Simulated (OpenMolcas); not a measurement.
# Single-point calculation of CoH6O3F3 (charge −1) (part 1 of 3)

- system: CoH6O3F3, charge −1, multiplicity 4
- method: CASPT2/ANO-R1, sfX2C (OpenMolcas 26.06)

The geometry comes from this level: GFN2-xTB.

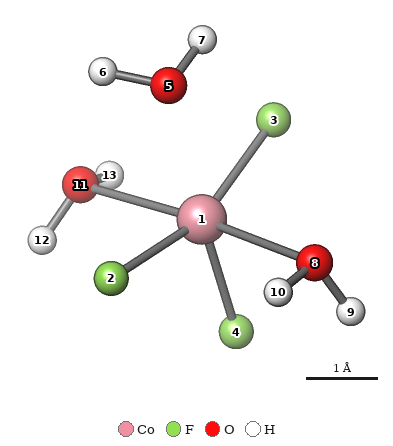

**Figure 1.** The input geometry (ball-and-stick view, seen at a tilt; atoms are numbered from 1 in the order of the input). Sticks mark near contacts. Bond lengths as drawn: Co–F 1.98 to 2.00 Å, Co–O 2.29 to 2.31 Å and H–O 0.96 to 0.97 Å.

Results in brief

```json
{"quantity": "outcome", "value": "converged"}
{"quantity": "total energy", "value": "−1920.643177 hartree"}
{"quantity": "CASSCF energy", "value": "−1919.044294 hartree"}
{"quantity": "basis functions", "value": "145"}
{"quantity": "hardware", "value": "1 thread of Arm Neoverse V2, 24 GiB of memory available, shared host"}
{"quantity": "wall time", "value": "38 s"}
{"quantity": "peak memory", "value": "0.2 GiB"}
```

Input
```
>>> EXPORT MOLCAS_PRINT=2

&gateway
 coord
 13
 angstrom
 Co       0.328930       0.079540      -0.078780
 F        0.197640       0.240760       1.887560
 F       -0.222840      -0.223020      -1.966360
 F        2.321280       0.099350      -0.273300
 O       -2.021590       0.122980       0.066960
 H       -2.308930      -0.633750       0.589850
 H       -2.231210      -0.068080      -0.855560
 O        0.367280       2.367950      -0.109650
 H        1.258750       2.620950      -0.379010
 H        0.282930       2.591120       0.826840
 O        0.341480      -2.218300       0.130930
 H        0.951980      -2.431570       0.847520
 H        0.734300      -2.547930      -0.687020
 basis = ANO-R1
 group = NoSym
 ricd

&seward

&rasscf
 fileorb = $CurrDir/step2.RasOrb
 spin = 4
 nactel = 7 0 0
 inactive = 39
 ras2 = 5
 orblisting = Few
 orbappear = Compact

&caspt2
 imaginary = 0.1
```

Command:
```bash
export MOLCAS_MEM=1860
pymolcas step9.inp > step9.log
```

The program's output
```
--- Start Module: gateway ---

                                              &GATEWAY

                       available to each process: 1.9 GB of memory, 1 thread

++    Symmetry information:
      ---------------------

                    Character Table for C1

                             E
                    a        1  x, y, xy, Rz, z, xz, Ry, yz, Rx, I
--

++    Basis set information:
      ----------------------

      Basis set label: CO.ANO-R...5S3P2D1F.

      Electronic valence basis set:
      ------------------
      Associated Effective Charge  27.000000 au
      Associated Actual Charge     27.000000 au
      Nuclear Model: Finite nucleus - Gaussian distribution
        Gaussian exponent, Xi/bohr**(-2):  2.87167E+08

      Shell  nPrim  nBasis  Cartesian Spherical Contaminant
         s      20       5        X
         p      12       3        X
         d       9       2                 X
         f       5       1                 X

      Basis set label: F.ANO-R...3S2P1D.

      Electronic valence basis set:
      ------------------
      Associated Effective Charge   9.000000 au
      Associated Actual Charge      9.000000 au
      Nuclear Model: Finite nucleus - Gaussian distribution
        Gaussian exponent, Xi/bohr**(-2):  5.35469E+08

      Shell  nPrim  nBasis  Cartesian Spherical Contaminant
         s      13       3        X
         p       8       2        X
         d       4       1                 X

      Basis set label: O.ANO-R...3S2P1D.

      Electronic valence basis set:
      ------------------
      Associated Effective Charge   8.000000 au
      Associated Actual Charge      8.000000 au
      Nuclear Model: Finite nucleus - Gaussian distribution
        Gaussian exponent, Xi/bohr**(-2):  5.86314E+08

      Shell  nPrim  nBasis  Cartesian Spherical Contaminant
         s      13       3        X
         p       8       2        X
         d       4       1                 X

      Basis set label: H.ANO-R...2S1P.

      Electronic valence basis set:
      ------------------
      Associated Effective Charge   1.000000 au
      Associated Actual Charge      1.000000 au
      Nuclear Model: Finite nucleus - Gaussian distribution
        Gaussian exponent, Xi/bohr**(-2):  2.12482E+09

      Shell  nPrim  nBasis  Cartesian Spherical Contaminant
         s       7       2        X
         p       4       1        X

      Basis set label: O.ANO-R...3S2P1D.

      Electronic valence basis set:
      ------------------
      Associated Effective Charge   8.000000 au
      Associated Actual Charge      8.000000 au
      Nuclear Model: Finite nucleus - Gaussian distribution
        Gaussian exponent, Xi/bohr**(-2):  5.86314E+08

      Shell  nPrim  nBasis  Cartesian Spherical Contaminant
         s      13       3        X
         p       8       2        X
         d       4       1                 X

      Basis set label: H.ANO-R...2S1P.

      Electronic valence basis set:
      ------------------
      Associated Effective Charge   1.000000 au
      Associated Actual Charge      1.000000 au
      Nuclear Model: Finite nucleus - Gaussian distribution
        Gaussian exponent, Xi/bohr**(-2):  2.12482E+09

      Shell  nPrim  nBasis  Cartesian Spherical Contaminant
         s       7       2        X
         p       4       1        X

      Basis set label: O.ANO-R...3S2P1D.

      Electronic valence basis set:
      ------------------
      Associated Effective Charge   8.000000 au
      Associated Actual Charge      8.000000 au
      Nuclear Model: Finite nucleus - Gaussian distribution
        Gaussian exponent, Xi/bohr**(-2):  5.86314E+08

      Shell  nPrim  nBasis  Cartesian Spherical Contaminant
         s      13       3        X
         p       8       2        X
         d       4       1                 X

      Basis set label: H.ANO-R...2S1P.

      Electronic valence basis set:
      ------------------
      Associated Effective Charge   1.000000 au
      Associated Actual Charge      1.000000 au
      Nuclear Model: Finite nucleus - Gaussian distribution
        Gaussian exponent, Xi/bohr**(-2):  2.12482E+09

      Shell  nPrim  nBasis  Cartesian Spherical Contaminant
         s       7       2        X
         p       4       1        X
--

++    Molecular structure info:
      -------------------------

                    ************************************************
                    **** Cartesian Coordinates / bohr, angstrom ****
                    ************************************************

     Center  Label                x              y              z                     x              y              z
        1      CO1              0.621588       0.150309      -0.148873              0.328930       0.079540      -0.078780
        2      F2               0.373485       0.454970       3.566971              0.197640       0.240760       1.887560
        3      F3              -0.421107      -0.421447      -3.715882             -0.222840      -0.223020      -1.966360
        4      F4               4.386583       0.187744      -0.516462              2.321280       0.099350      -0.273300
        5      O5              -3.820251       0.232399       0.126536             -2.021590       0.122980       0.066960
        6      H6              -4.363245      -1.197614       1.114655             -2.308930      -0.633750       0.589850
        7      H7              -4.216376      -0.128653      -1.616774             -2.231210      -0.068080      -0.855560
        8      O8               0.694059       4.474777      -0.207208              0.367280       2.367950      -0.109650
        9      H9               2.378693       4.952878      -0.716225              1.258750       2.620950      -0.379010
       10      H10              0.534660       4.896507       1.562501              0.282930       2.591120       0.826840
       11      O11              0.645304      -4.191979       0.247422              0.341480      -2.218300       0.130930
       12      H12              1.798981      -4.595001       1.601581              0.951980      -2.431570       0.847520
       13      H13              1.387626      -4.814890      -1.298280              0.734300      -2.547930      -0.687020

                    ***************************************
                    *    InterNuclear Distances / bohr    *
                    ***************************************

               1 CO1           2 F2            3 F3            4 F4            5 O5            6 H6
    1 CO1      0.000000
    2 F2       3.736559        0.000000
    3 F3       3.760009        7.378308        0.000000
    4 F4       3.783083        5.731561        5.807003        0.000000
    5 O5       4.451126        5.428956        5.171641        8.232107        0.000000
    6 H6       5.316198        5.584041        6.283071        9.007734        1.821032        0.000000
    7 H7       5.063442        6.948285        4.346959        8.678808        1.823843        2.936827
    8 O8       4.325469        5.523228        6.125960        5.666483        6.203882        7.713603
    9 H9       5.145287        6.526699        6.761670        5.174749        7.837096        9.307760
   10 H10      5.046063        4.875564        7.553506        6.428985        6.540731        7.831242
   11 O11      4.360399        5.717293        5.573323        5.810566        6.287362        5.899481
   12 H12      5.193102        5.603304        7.114967        5.835790        7.553498        7.053537
   13 H13      5.153751        7.243658        5.330915        5.884839        7.391022        7.209678

               7 H7            8 O8            9 H9           10 H10          11 O11          12 H12
    7 H7       0.000000
    8 O8       6.876831        0.000000
    9 H9       8.374238        1.823642        0.000000
   10 H10      7.611331        1.826236        2.931932        0.000000
   11 O11      6.604679        8.678809        9.357439        9.183804        0.000000
   12 H12      8.154177        9.314153        9.842270        9.575425        1.824046        0.000000
   13 H13      7.312120        9.379199        9.835156       10.159865        1.824350        2.937134

              13 H13
   13 H13      0.000000

                    *******************************************
                    *    InterNuclear Distances / angstrom    *
                    *******************************************

               1 CO1           2 F2            3 F3            4 F4            5 O5            6 H6
    1 CO1      0.000000
    2 F2       1.977302        0.000000
    3 F3       1.989711        3.904433        0.000000
    4 F4       2.001921        3.033012        3.072934        0.000000
    5 O5       2.355434        2.872880        2.736715        4.356243        0.000000
    6 H6       2.813211        2.954947        3.324858        4.766687        0.963649        0.000000
    7 H7       2.679458        3.676874        2.300312        4.592627        0.965136        1.554102
    8 O8       2.288939        2.922766        3.241719        2.998574        3.282953        4.081863
    9 H9       2.722768        3.453780        3.578122        2.738359        4.147213        4.925455
   10 H10      2.670262        2.580037        3.997143        3.402072        3.461206        4.144115
   11 O11      2.307424        3.025461        2.949275        3.074819        3.327128        3.121871
   12 H12      2.748071        2.965141        3.765078        3.088167        3.997139        3.732571
   13 H13      2.727248        3.833179        2.820999        3.114123        3.911160        3.815197

               7 H7            8 O8            9 H9           10 H10          11 O11          12 H12
    7 H7       0.000000
    8 O8       3.639062        0.000000
    9 H9       4.431456        0.965030        0.000000
   10 H10      4.027743        0.966402        1.551512        0.000000
   11 O11      3.495045        4.592628        4.951743        4.859860        0.000000
   12 H12      4.315005        4.928838        5.208305        5.067097        0.965244        0.000000
   13 H13      3.869407        4.963259        5.204540        5.376369        0.965404        1.554264

              13 H13
   13 H13      0.000000

                    **************************************
                    *    Valence Bond Angles / degree    *
                    **************************************
                          Atom centers                 Phi
                      6 H6       5 O5       7 H7       107.36
                      5 O5       6 H6       7 H7        36.35
                      5 O5       7 H7       6 H6        36.29
                      9 H9       8 O8      10 H10      106.89
                      8 O8       9 H9      10 H10       36.58
                      8 O8      10 H10      9 H9        36.52
                     12 H12     11 O11     13 H13      107.23
                     11 O11     12 H12     13 H13       36.39
                     11 O11     13 H13     12 H12       36.38
--

            Nuclear Potential Energy            619.16873390 au

--- Stop Module: gateway /rc=_RC_ALL_IS_WELL_ ---
--- Module gateway spent 1 second ---

--- Start Module: seward ---

                                              &SEWARD

                       available to each process: 1.9 GB of memory, 1 thread

               SEWARD will generate:
                  Multipole Moment integrals up to order  2
                  Kinetic Energy integrals
                  Nuclear Attraction integrals (finite nuclei - Gaussian type)
                  One-Electron Hamiltonian integrals
                  Velocity integrals
                  Relativistic X2C integrals
                  Orbital angular momentum around (  0.4524   0.1201  -0.1065 )
                  Velocity quadrupole around (  0.4524   0.1201  -0.1065 )
                  Atomic mean-field integrals
                  RI decomposed two-electron repulsion integrals stored Cholesky style
                   - acCD auxiliary basis
                   - CD Threshold:   1.00E-04

                   Integrals are discarded if absolute value <: 1.00E-14
                   Integral cutoff threshold is set to       <: 1.00E-16

            Nuclear Potential Energy            619.16873390 au

      Basis set specifications :
      Symmetry species         a
      Basis functions          145

--- Stop Module: seward /rc=_RC_ALL_IS_WELL_ ---
--- Module seward spent 10 seconds ---

--- Start Module: rasscf ---

                                              &RASSCF

                       available to each process: 1.9 GB of memory, 1 thread

      Header of the ONEINT file:
      --------------------------

      OrdInt status: non-squared

      Cartesian coordinates in angstrom:
      -----------------------------------------------------
      No.  Label        X            Y            Z
      -----------------------------------------------------
       1   CO1        0.32893000   0.07954000  -0.07878000
       2   F2         0.19764000   0.24076000   1.88756000
       3   F3        -0.22284000  -0.22302000  -1.96636000
       4   F4         2.32128000   0.09935000  -0.27330000
       5   O5        -2.02159000   0.12298000   0.06696000
       6   H6        -2.30893000  -0.63375000   0.58985000
       7   H7        -2.23121000  -0.06808000  -0.85556000
       8   O8         0.36728000   2.36795000  -0.10965000
       9   H9         1.25875000   2.62095000  -0.37901000
      10   H10        0.28293000   2.59112000   0.82684000
      11   O11        0.34148000  -2.21830000   0.13093000
      12   H12        0.95198000  -2.43157000   0.84752000
      13   H13        0.73430000  -2.54793000  -0.68702000
      -----------------------------------------------------
      Nuclear repulsion energy =  619.16873390

++    Wave function specifications:
      -----------------------------

      Number of closed shell electrons          78
      Number of electrons in active shells       7
      Max number of holes in RAS1 space          0
      Max nr of electrons in RAS3 space          0
      Number of inactive orbitals               39
      Number of active orbitals                  5
      Number of secondary orbitals             101
      Spin quantum number                      1.5
      State symmetry                             1
--

++    Orbital specifications:
      -----------------------

      Symmetry species                           1
                                                 a
      Frozen orbitals                            0
      Inactive orbitals                         39
      Active orbitals                            5
      RAS1 orbitals                              0
      RAS2 orbitals                              5
      RAS3 orbitals                              0
      Secondary orbitals                       101
      Deleted orbitals                           0
      Number of basis functions                145
--

++    CI expansion specifications:
      ----------------------------
```
